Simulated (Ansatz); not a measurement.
```xyz
6

B    -0.1581   -0.7818    0.3573
Cl    0.7431    1.2031   -1.0445
H    -0.5287   -1.3876   -0.5968
H     0.9015   -1.0206    0.8421
H    -0.0289    2.0760   -0.5051
H    -0.9290   -0.0890    0.9469
```

These are results of RKS B3LYP/def2-TZVP in Ansatz, not measurements.

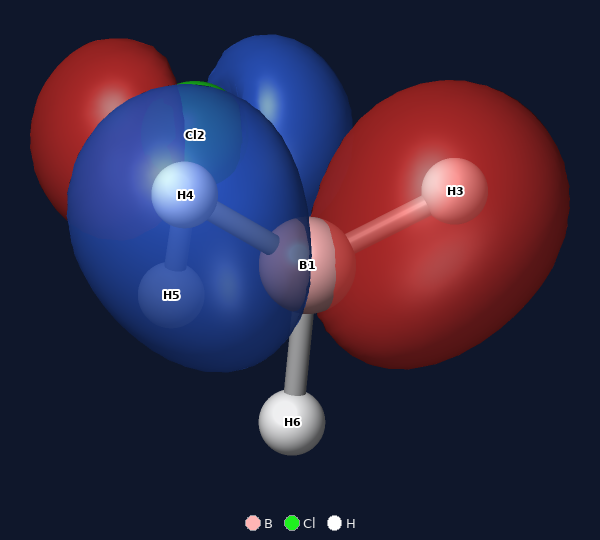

BH3···HCl. One frontier orbital at ±0.15 Å⁻³ᐟ² (blue and red are the two phases), seen at an oblique angle.

**Which orbital is it: HOMO or LUMO?**

The HOMO, at −9.07 eV. Its weight (Hirshfeld) is mainly on B1 (about 35 %), H3 (about 20 %), H4 (about 20 %) and Cl2 (about 20 %).
